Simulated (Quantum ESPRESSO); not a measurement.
# Simulated XPS, UPS and emission spectra of NbP, part 4 of 17

Wanted: projected DOS of NbP, weighted into photoemission and X-ray emission spectra, at several levels of theory.

Quantum ESPRESSO 7.5; DFT, PBE, plane waves, ultrasoft GBRV pseudopotentials, scalar-relativistic (the session's first sound run).

So far. Step 2 (The base run: self-consistent run): The run ends at a pressure of -1.37 GPa, with forces up to 0.012 eV/Å.

### 4. Projected DOS and spectra (continued)

The broadened DOS, unweighted empty DOS by E, zero at the Fermi level; read off at these points:

```csv
E (eV),"broadened DOS, unweighted empty DOS (states/eV/cell)"
-0.5,0.00686
0.0,0.430
0.5,1.57
1.0,2.01
1.5,2.45
2.0,2.51
2.5,3.36
3.0,4.16
3.5,3.36
4.0,3.85
4.5,2.87
5.0,1.82
5.5,1.78
6.0,1.64
```

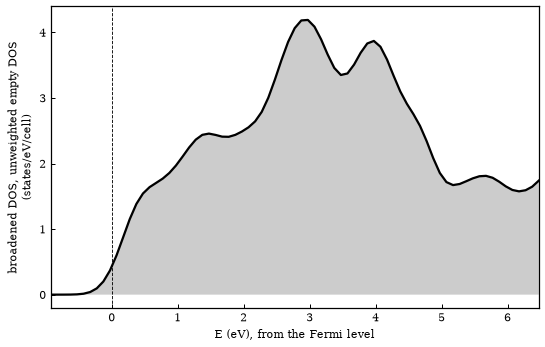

Broadened DOS, unweighted empty DOS, plotted against E.

The spectra weight each projected shell by its atomic cross section (Dirac–Hartree–Slater) and angular factor, for linear light with the analyser at 54.7° from the polarisation. Broadening, on top of any smearing of the DOS itself: a Gaussian of 0.2 eV and a Lorentzian of 0.2 eV plus 0.05 times the binding energy (full widths), Fermi edge at 300 K. Curves are cut 10 eV under the photon energy, above any shell that the free atom's threshold puts out of reach, or at the lower edge of the window: 11.2 eV at 21.2 eV, 14.4 eV at 150 eV, 14.4 eV at 900 eV, 14.4 eV at 1486.7 eV and 14.4 eV at 5414.7 eV. Dipole terms alone, which is rough above 3 keV; no background, satellites or final-state effects.

Share of each shell in the spectrum's area (%), by photon energy:

| shell | 21.2 eV | 150 eV | 900 eV | 1486.7 eV | 5414.7 eV |
| --- | --- | --- | --- | --- | --- |
| Nb 5s | 0.0 | 0.7 | 1.1 | 1.8 | 7.1 |
| Nb 5p | 0.3 | 0.5 | 1.1 | 1.6 | 3.8 |
| Nb 4d | 93.9 | 45.1 | 69.0 | 65.4 | 41.5 |
| P 3s | 0.3 | 14.2 | 14.8 | 19.4 | 40.1 |
| P 3p | 5.5 | 39.5 | 13.9 | 11.8 | 7.5 |

The DOS is smeared over a finite mesh, so a small value at the Fermi level depends on both. At the Fermi level the DOS is 0.47 states/eV a cell, and on the broadened curves Nb 4d holds 83 % of the total there.

### 5. The base run: bands

The bands are solved at chosen points on the fixed potential.

bands.in reads:

```
&control
  calculation = 'bands'
  prefix = 'pes'
  outdir = './tmp'
  pseudo_dir = './pp'
  verbosity = 'high'
/
&system
  ibrav = 0
  nat = 4
  ntyp = 2
  ecutwfc = 40.0
  ecutrho = 200.0
  occupations = 'smearing'
  nbnd = 30
  smearing = 'fd'
  degauss = 0.00147
/
&electrons
  conv_thr = 2.4e-08
  mixing_beta = 0.5
  electron_maxstep = 120
  diago_full_acc = .true.
/
ATOMIC_SPECIES
Nb 92.9064 nb_pbe_v1.uspp.F.UPF
P 30.9738 p_pbe_v1.5.uspp.F.UPF
CELL_PARAMETERS angstrom
 -1.674923254 1.674923254 5.740108176
 1.674923254 -1.674923254 5.740108176
 1.674923254 1.674923254 -5.740108176
ATOMIC_POSITIONS crystal
Nb 0.249880800 0.749880800 0.500000000
Nb 0.499880800 0.499880800 0.000000000
P 0.832747770 0.332747770 0.500000000
P 0.082747770 0.082747770 0.000000000
K_POINTS crystal
94
 0.00000000 0.00000000 0.00000000 1
 0.00000000 0.00000000 0.05000000 1
 0.00000000 0.00000000 0.10000000 1
 0.00000000 0.00000000 0.15000000 1
 0.00000000 0.00000000 0.20000000 1
 0.00000000 0.00000000 0.25000000 1
 ! [... 86 more points ...]
 0.50000000 0.50000000 -0.45425720 1
 0.50000000 0.50000000 -0.50000000 1
```

Command:

```bash
$ OMP_NUM_THREADS=1 mpirun -n 4 pw.x -nk 4 -in bands.in > bands.out
```

The log of the run:

```text
[banner, memory and clock lines left out]
Program PWSCF v.7.5 starts

          URL

     Atomic positions and unit cell read from directory:
     ./tmp/pes.save/

     Message from routine setup:
     using ibrav=0 with symmetry is DISCOURAGED, use correct ibrav instead

     G-vector sticks info

     bravais-lattice index     =            0
     lattice parameter (alat)  =      11.7345  a.u.
     unit-cell volume          =     434.6768 (a.u.)^3
     number of atoms/cell      =            4
     number of atomic types    =            2
     number of electrons       =        36.00
     number of Kohn-Sham states=           30
     kinetic-energy cutoff     =      40.0000  Ry
     charge density cutoff     =     200.0000  Ry
     Exchange-correlation=  SLA  PW   PBX  PBC
                           (   1   4   3   4   0   0   0)

     celldm(1)=  11.734511  celldm(2)=   0.000000  celldm(3)=   0.000000
     celldm(4)=   0.000000  celldm(5)=   0.000000  celldm(6)=   0.000000

     crystal axes: (cart. coord. in units of alat)
               a(1) = (  -0.269730   0.269730   0.924387 )
               a(2) = (   0.269730  -0.269730   0.924387 )
               a(3) = (   0.269730   0.269730  -0.924387 )

     reciprocal axes: (cart. coord. in units 2 pi/alat)
               b(1) = ( -0.000000  1.853708  0.540899 )
               b(2) = (  1.853708 -0.000000  0.540899 )
               b(3) = (  1.853708  1.853708  0.000000 )

     PseudoPot. # 1 for Nb read from file:
     ./pp/nb_pbe_v1.uspp.F.UPF
     Pseudo is Ultrasoft + core correction, Zval = 13.0
     Generated by new atomic code, or converted to UPF format
     Using radial grid of  887 points,  6 beta functions with:
                l(1) =   0
                l(2) =   0
                l(3) =   1
                l(4) =   1
                l(5) =   2
                l(6) =   2
     Q(r) pseudized with  6 coefficients,  rinner =    1.000   1.000   1.000
                                                       1.000   1.000

     PseudoPot. # 2 for P  read from file:
     ./pp/p_pbe_v1.5.uspp.F.UPF
     Pseudo is Ultrasoft + core correction, Zval =  5.0
     Generated by new atomic code, or converted to UPF format
     Using radial grid of  903 points,  6 beta functions with:
                l(1) =   0
                l(2) =   0
                l(3) =   1
                l(4) =   1
                l(5) =   2
                l(6) =   2
     Q(r) pseudized with  8 coefficients,  rinner =    1.300   1.300   1.300
                                                       1.300   1.300

     atomic species   valence    mass     pseudopotential
     Nb               13.00    92.90640     Nb( 1.00)
     P                 5.00    30.97380     P ( 1.00)

      8 Sym. Ops. (no inversion) found ( 4 have fractional translation)

                                    s                        frac. trans.

      isym =  1     identity

 cryst.   s( 1) = (     1          0          0      )
                  (     0          1          0      )
                  (     0          0          1      )

 cart.    s( 1) = (  1.0000000 -0.0000000  0.0000000 )
                  ( -0.0000000  1.0000000 -0.0000000 )
                  ( -0.0000000  0.0000000  1.0000000 )

      isym =  2     180 deg rotation - cart. axis [0,0,1]

 cryst.   s( 2) = (     0          1          0      )
                  (     1          0          0      )
                  (    -1         -1         -1      )

 cart.    s( 2) = ( -1.0000000  0.0000000  0.0000000 )
                  (  0.0000000 -1.0000000 -0.0000000 )
                  ( -0.0000000 -0.0000000  1.0000000 )

      isym =  3      90 deg rotation - cart. axis [0,0,-1]

 cryst.   s( 3) = (     1          1          1      )    f =(  0.2500000 )
                  (     0          0         -1      )       ( -0.2500000 )
                  (    -1          0          0      )       (  0.5000000 )

 cart.    s( 3) = (  0.0000000  1.0000000  0.0000000 )    f =( -0.0000000 )
                  ( -1.0000000 -0.0000000 -0.0000000 )       (  0.2697297 )
                  ( -0.0000000  0.0000000  1.0000000 )       ( -0.4621936 )

      isym =  4      90 deg rotation - cart. axis [0,0,1]

 cryst.   s( 4) = (     0          0         -1      )    f =(  0.2500000 )
                  (     1          1          1      )       ( -0.2500000 )
                  (     0         -1          0      )       (  0.5000000 )

 cart.    s( 4) = ( -0.0000000 -1.0000000  0.0000000 )    f =( -0.0000000 )
                  (  1.0000000 -0.0000000 -0.0000000 )       (  0.2697297 )
                  (  0.0000000 -0.0000000  1.0000000 )       ( -0.4621936 )

      isym =  5     inv. 180 deg rotation - cart. axis [0,1,0]

 cryst.   s( 5) = (     0          0         -1      )
                  (     1          1          1      )
                  (    -1          0          0      )

 cart.    s( 5) = (  1.0000000  0.0000000  0.0000000 )
                  ( -0.0000000 -1.0000000 -0.0000000 )
                  (  0.0000000 -0.0000000  1.0000000 )

      isym =  6     inv. 180 deg rotation - cart. axis [1,0,0]

 cryst.   s( 6) = (     1          1          1      )
                  (     0          0         -1      )
                  (     0         -1          0      )

 cart.    s( 6) = ( -1.0000000 -0.0000000  0.0000000 )
                  ( -0.0000000  1.0000000 -0.0000000 )
                  ( -0.0000000  0.0000000  1.0000000 )

      isym =  7     inv. 180 deg rotation - cart. axis [1,1,0]

 cryst.   s( 7) = (     1          0          0      )    f =(  0.2500000 )
                  (     0          1          0      )       ( -0.2500000 )
                  (    -1         -1         -1      )       (  0.5000000 )

 cart.    s( 7) = (  0.0000000 -1.0000000  0.0000000 )    f =( -0.0000000 )
                  ( -1.0000000  0.0000000 -0.0000000 )       (  0.2697297 )
                  ( -0.0000000 -0.0000000  1.0000000 )       ( -0.4621936 )

      isym =  8     inv. 180 deg rotation - cart. axis [1,-1,0]

 cryst.   s( 8) = (     0          1          0      )    f =(  0.2500000 )
                  (     1          0          0      )       ( -0.2500000 )
                  (     0          0          1      )       (  0.5000000 )

 cart.    s( 8) = ( -0.0000000  1.0000000  0.0000000 )    f =( -0.0000000 )
                  (  1.0000000 -0.0000000 -0.0000000 )       (  0.2697297 )
                  (  0.0000000 -0.0000000  1.0000000 )       ( -0.4621936 )

   Cartesian axes

     site n.     atom                  positions (alat units)
         1        Nb     tau(   1) = (   0.2697297   0.0000000   0.4619732  )
         2        Nb     tau(   2) = (  -0.0000000   0.0000000   0.9241669  )
[...]
18.9912  18.9912  20.8399  21.1461  23.4632  25.0560

          k = 0.0927 0.0927 0.0000 (  1857 PWs)   bands (ev):

   -40.0230 -39.9867 -16.2854 -16.1002 -16.0985 -15.9584 -15.9562 -15.9081
     2.2862   4.6345   8.8110  11.8015  12.6394  12.7203  12.7653  13.1143
    13.5646  13.6536  15.6494  16.3605  17.5558  17.8545  18.2045  18.4617
    18.9405  19.1809  21.0406  21.5153  23.3806  24.8893

          k = 0.1854 0.1854 0.0000 (  1857 PWs)   bands (ev):

   -40.0199 -39.9850 -16.2755 -16.1201 -16.1132 -15.9780 -15.9710 -15.9066
     2.4838   4.6948   8.9263  11.5187  12.4398  12.5208  12.5613  13.0613
    13.7058  13.8388  15.3966  15.9405  17.5590  17.6339  18.4866  18.6787
    18.8993  19.5927  21.5900  22.3956  23.1336  24.5017

          k = 0.2781 0.2781 0.0000 (  1853 PWs)   bands (ev):

   -40.0149 -39.9823 -16.2615 -16.1501 -16.1343 -16.0057 -15.9934 -15.9073
     2.7926   4.7727   9.1404  11.1073  11.8803  12.2224  12.3294  13.1769
    13.9643  14.0503  15.2713  15.4472  17.2705  17.8151  18.7919  18.9248
    18.9251  20.0485  22.3648  22.8771  23.4713  24.0786

          k = 0.3707 0.3707 0.0000 (  1857 PWs)   bands (ev):

   -40.0087 -39.9792 -16.2491 -16.1864 -16.1549 -16.0381 -16.0204 -15.9111
     3.1807   4.8451   9.4440  10.6064  11.2903  11.9635  12.0579  13.1913
    14.1306  14.2589  15.0822  15.5309  17.0052  18.0244  18.9528  19.0980
    19.1946  20.4373  22.6833  23.2843  23.5762  24.5657

          k = 0.4634 0.4634 0.0000 (  1851 PWs)   bands (ev):

   -40.0015 -39.9758 -16.2503 -16.2248 -16.1625 -16.0718 -16.0475 -15.9183
[...]
19.4609  20.7190  22.5049  22.9284  24.1303  24.4474

          k = 0.5561 0.5561 0.0000 (  1851 PWs)   bands (ev):

[...]
19.7612  20.9127  21.9477  22.1743  23.8203  24.8678

          k = 0.6488 0.6488 0.0000 (  1837 PWs)   bands (ev):

[...]
20.1528  20.9757  21.0678  21.8523  23.1002  24.5611

          k = 0.7415 0.7415 0.0000 (  1849 PWs)   bands (ev):

[...]
20.2091  20.7667  21.2257  21.6734  22.5197  24.1054

          k = 0.8342 0.8342 0.0000 (  1853 PWs)   bands (ev):

[...]
20.1814  21.1654  21.3277  21.6815  22.3330  23.2697

          k = 0.9269 0.9269 0.0000 (  1842 PWs)   bands (ev):

[...]
20.6761  20.6761  21.6446  21.6446  22.7569  22.7569

          k = 0.9269 0.9269 0.0270 (  1838 PWs)   bands (ev):

[...]
20.6765  20.6765  21.6456  21.6456  22.7395  22.7395

          k = 0.9269 0.9269 0.0541 (  1840 PWs)   bands (ev):

[...]
20.6778  20.6778  21.6485  21.6485  22.6951  22.6951

          k = 0.9269 0.9269 0.0811 (  1844 PWs)   bands (ev):

[...]
20.6799  20.6799  21.6534  21.6534  22.6373  22.6373

          k = 0.9269 0.9269 0.1082 (  1834 PWs)   bands (ev):

[...]
20.6825  20.6825  21.6598  21.6598  22.5761  22.5761

          k = 0.9269 0.9269 0.1352 (  1844 PWs)   bands (ev):

[...]
20.6853  20.6853  21.6673  21.6673  22.5170  22.5170

[...]
k = 0.9269-0.0000 0.2704 (  1862 PWs)   bands (ev):

[...]
k = 0.8342-0.0000 0.2434 (  1863 PWs)   bands (ev):

[...]
k = 0.7415-0.0000 0.2164 (  1868 PWs)   bands (ev):

[...]
k = 0.6488-0.0000 0.1893 (  1857 PWs)   bands (ev):

[...]
k = 0.5561-0.0000 0.1623 (  1864 PWs)   bands (ev):

[...]
k = 0.4634-0.0000 0.1352 (  1863 PWs)   bands (ev):

[...]
k = 0.3707-0.0000 0.1082 (  1857 PWs)   bands (ev):

[...]
k = 0.2781-0.0000 0.0811 (  1849 PWs)   bands (ev):

[...]
k = 0.1854-0.0000 0.0541 (  1859 PWs)   bands (ev):

[...]
k = 0.0927-0.0000 0.0270 (  1853 PWs)   bands (ev):

[...]
k =-0.0000-0.0000 0.1623 (  1846 PWs)   bands (ev):

[...]
k =-0.0000-0.0000 0.3245 (  1866 PWs)   bands (ev):

[...]
k =-0.0000-0.0000 0.3786 (  1854 PWs)   bands (ev):

[...]
k = 0.0848-0.0000 0.5409 (  1848 PWs)   bands (ev):

[...]
k = 0.1696-0.0000 0.5409 (  1866 PWs)   bands (ev):

[...]
k = 0.2544-0.0000 0.5409 (  1868 PWs)   bands (ev):

[...]
k = 0.4240-0.0000 0.5409 (  1880 PWs)   bands (ev):

[...]
k = 0.5088-0.0000 0.5409 (  1870 PWs)   bands (ev):

[...]
k = 0.5936-0.0000 0.5409 (  1866 PWs)   bands (ev):

[...]
k = 0.7631-0.0000 0.5409 (  1864 PWs)   bands (ev):

[...]
k = 0.8479-0.0000 0.5409 (  1858 PWs)   bands (ev):

[...]
k = 0.8046-0.0000 0.0000 (  1872 PWs)   bands (ev):

[...]
k = 0.6035-0.0000 0.0000 (  1855 PWs)   bands (ev):

[...]
k = 0.4023-0.0000 0.0000 (  1857 PWs)   bands (ev):

[...]
k = 0.3017-0.0000 0.0000 (  1849 PWs)   bands (ev):

[...]
k = 0.2012-0.0000 0.0000 (  1861 PWs)   bands (ev):

[...]
k = 0.1006-0.0000 0.0000 (  1855 PWs)   bands (ev):

[...]
k = 0.9347 0.9190-0.0000 (  1840 PWs)   bands (ev):

[...]
k = 0.9426 0.9111-0.0000 (  1840 PWs)   bands (ev):

[...]
k = 0.9505 0.9032-0.0000 (  1840 PWs)   bands (ev):

[...]
k = 0.9584 0.8953-0.0000 (  1840 PWs)   bands (ev):

[...]
k = 0.9663 0.8874-0.0000 (  1848 PWs)   bands (ev):

[...]
k = 0.9742 0.8795-0.0000 (  1844 PWs)   bands (ev):

[...]
k = 0.9821 0.8716-0.0000 (  1848 PWs)   bands (ev):

[...]
k = 0.9900 0.8637-0.0000 (  1848 PWs)   bands (ev):

[...]
k = 1.0058 0.8479-0.0000 (  1850 PWs)   bands (ev):

[...]
k = 0.5936 0.5936 0.5409 (  1840 PWs)   bands (ev):

[...]
20.2179  20.2179  21.8957  21.8957  23.9212  23.9212

          k = 0.5088 0.5088 0.5409 (  1862 PWs)   bands (ev):

[...]
19.9973  19.9973  22.0293  22.0293  24.1900  24.1900

          k = 0.4240 0.4240 0.5409 (  1860 PWs)   bands (ev):

[...]
19.8970  19.8970  22.2045  22.2045  24.1281  24.1281

          k = 0.3392 0.3392 0.5409 (  1862 PWs)   bands (ev):

[...]
19.8037  19.8037  22.4220  22.4220  23.8469  23.8469

          k = 0.2544 0.2544 0.5409 (  1872 PWs)   bands (ev):

[...]
19.6896  19.6896  22.4735  22.4735  23.6358  23.6358

          k = 0.1696 0.1696 0.5409 (  1856 PWs)   bands (ev):

[...]
3.3650   3.3650  10.8697  10.8697  11.7601  11.7601  12.5863  12.5863
    14.0621  14.0621  16.3682  16.3682  16.9983  16.9983  18.5315  18.5315
    19.6021  19.6021  22.2080  22.2080  23.5915  23.5915

          k = 0.0848 0.0848 0.5409 (  1852 PWs)   bands (ev):

   -40.0050 -40.0050 -16.1160 -16.1160 -16.0916 -16.0916 -15.9468 -15.9468
     3.2380   3.2380  10.8972  10.8972  12.0138  12.0138  12.4689  12.4689
    14.2931  14.2931  16.1858  16.1858  17.1557  17.1557  18.4990  18.4990
    19.5827  19.5827  21.8667  21.8667  23.4824  23.4824

          k = 0.0000 0.0000 0.5409 (  1850 PWs)   bands (ev):

   -40.0057 -40.0057 -16.1022 -16.1022 -16.1012 -16.1012 -15.9427 -15.9427
     3.1941   3.1941  10.9082  10.9082  12.2346  12.2346  12.2781  12.2781
    14.4005  14.4005  16.1181  16.1181  17.2234  17.2234  18.4841  18.4841
    19.5956  19.5956  21.7112  21.7112  23.4040  23.4040

     XML data file, pseudopotentials, collected wavefunctions

[... further rows ...]
```

Wall time 72 s (4 MPI ranks of Arm Neoverse V2, shared host); 4.8 min of CPU time.

Electronic bands along the path, in eV, zero at the Fermi level; # counts the bands kept:

```
     point     #7     #8     #9    #10   #11   #12   #13   #14
         Γ  -2.12  -1.71  -1.35  -1.35  0.83  1.59  2.64  3.13
         X  -2.85  -2.85  -0.43  -0.43  2.95  2.95  3.05  3.05
         P  -2.89  -2.89  -0.41  -0.41  2.96  2.96  3.03  3.03
         N  -2.31  -1.87  -1.50  -0.13  0.08  1.30  2.43  2.63
         Γ  -2.12  -1.71  -1.35  -1.35  0.83  1.59  2.64  3.13
         M  -2.65  -2.65  -0.53  -0.53  1.19  1.19  2.29  2.29
         S  -2.29  -2.18  -1.46  -0.14  0.12  1.62  2.38  2.67
jump to S0  -2.29  -2.18  -1.46  -0.14  0.12  1.62  2.38  2.67
         Γ  -2.12  -1.71  -1.35  -1.35  0.83  1.59  2.64  3.13
 jump to X  -2.85  -2.85  -0.43  -0.43  2.95  2.95  3.05  3.05
         R  -2.82  -2.82  -0.47  -0.47  2.74  2.74  3.12  3.12
 jump to G  -2.82  -2.82  -0.47  -0.47  2.74  2.74  3.12  3.12
         M  -2.65  -2.65  -0.53  -0.53  1.19  1.19  2.29  2.29
```

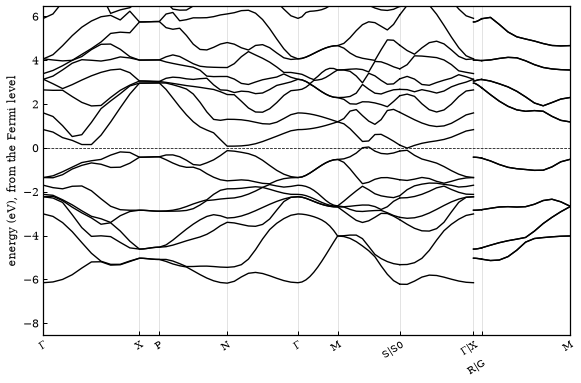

Electronic bands along the path.

Of the bands kept, 2 cross the Fermi level on this path.

(Part 4 of 17 ends here.)

[Logs are printed without paths, hosts, clocks, repeated set-up lines and the standing remarks that a program may print on its own settings, such as how far it seeks lower states.]

[Hosts, paths, dates, database ids (printed as entryN), source tags and the programs' standing remarks are cut or masked in the printed files.]

[Maps of the electrostatic potential energy from Ansatz leave out the sawtooth potential of an applied field or a dipole correction, so their vacuum need not be flat; work functions include it.]

[Peak lists hold at most the 14 tallest peaks of each spectrum; further lines can be left out.]
